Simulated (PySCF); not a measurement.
Input file:

```
{"job": {"kind": "nmr", "xc": "PBE0", "basis": "pcSseg-1"}, "charge": 0, "multiplicity": 1}
C     -2.983548     2.073668     0.572299
B     -3.264832     0.582362     0.164973
Si    -1.903726    -0.793249     0.403418
N     -2.511619    -2.312171    -0.185051
Si     0.027112    -0.458458    -0.856055
C      1.544772    -0.228680     0.276663
C      2.830290     0.060453    -0.489514
C      4.026867     0.236332     0.438897
H     -3.847426     2.561460     1.023396
H     -2.779278     2.636420    -0.341707
H     -2.130208     2.222218     1.230794
H     -4.294187     0.367906    -0.360876
H     -1.465618    -0.926641     1.828650
H     -1.904101    -3.115149    -0.208043
H     -3.435009    -2.606144     0.088930
H      0.365301    -1.544438    -1.792285
H     -0.042978     0.750843    -1.700349
H      1.359184     0.588719     0.977243
H      1.691887    -1.123061     0.886406
H      2.699216     0.966318    -1.085341
H      3.029242    -0.759377    -1.183193
H      4.930175     0.442786    -0.131267
H      4.189692    -0.665992     1.025342
H      3.857057     1.063639     1.125395
```

Command:

```sh
OMP_NUM_THREADS=1 python probes_run.py task.json out
```

Geometry: GFN2-xTB.

Method: PySCF, PBE0/pcSseg-1, SCF density, gas phase, non-relativistic.

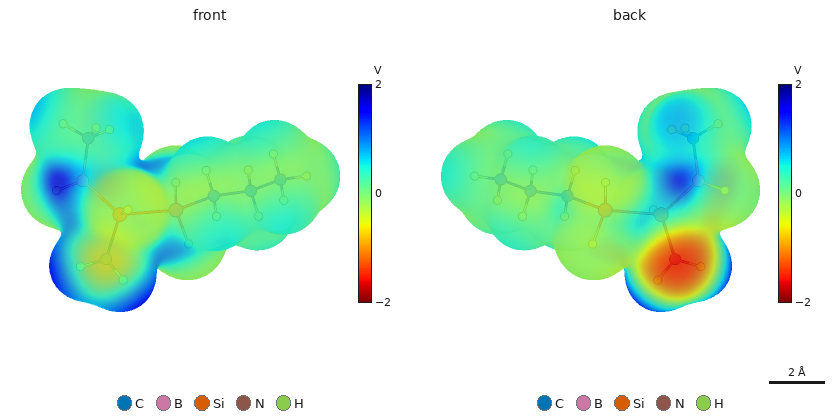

C4H16BNSi2. The electrostatic potential painted on the density surface at 0.002 e/bohr³, seen from the front and from behind; red is negative and blue positive.

Q: Where is the surface potential most negative and most positive?

A: The most negative region (about −1.5 V) lies over N4, the most positive (about +1.4 V) over B2, H14 and H15. N4 is the likeliest acceptor of a hydrogen bond.
